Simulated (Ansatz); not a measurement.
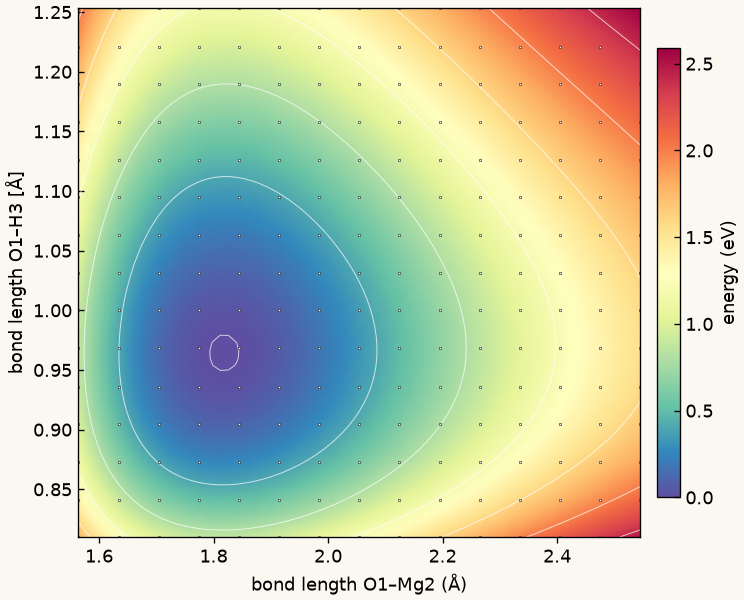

HMgO, SMILES [OH][Mg], spin multiplicity 2. 
- Coordinates scanned: (1) bond length O1–Mg2; (2) bond length O1–H3.
- Nothing is relaxed (all other coordinates rigid).
- The scan uses a 15 × 15 grid.
- Points are written as (first, second).
- Energies: eV, counted from the lowest grid point.
- The calculation used UKS PBE-D4/def2-TZVP in Ansatz 0.2.0.

The picture shows a smooth colour map with a few white contour lines, dots at the grid points. Between grid points the surface is interpolated.

The lowest grid point is at (1.844 Å, 0.968 Å). It is the only kind of minimum in the scanned range. The highest grid point, (2.545 Å, 1.253 Å), lies 2.59 eV above the lowest. Round the minimum the two coordinates are nearly uncoupled.

The level of theory is changed to UKS PBE0-D4/def2-TZVP (Ansatz 0.2.0); with it change the reference geometry, relaxed at the new level; the new grid has 15 × 15 points, laid about the new relaxed structure.

**What does this change do to the map?**

The minimum (interpolated where it lies between grid points) moves from about (1.818 Å, 0.964 Å) to about (1.773 Å, 0.948 Å). The curvature at the minimum changes from about 18 to 21 eV/Å² along bond length O1–Mg2 and from about 51 to 57 eV/Å² along bond length O1–H3.

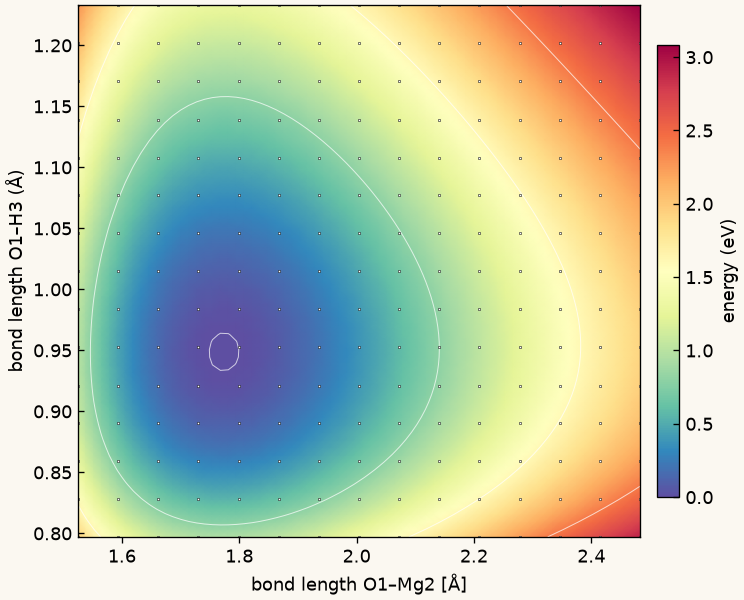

The map after the change, on a colour scale of its own. In the figure: a smooth colour map with a few white contour lines, dots at the grid points. Between grid points the surface is interpolated.
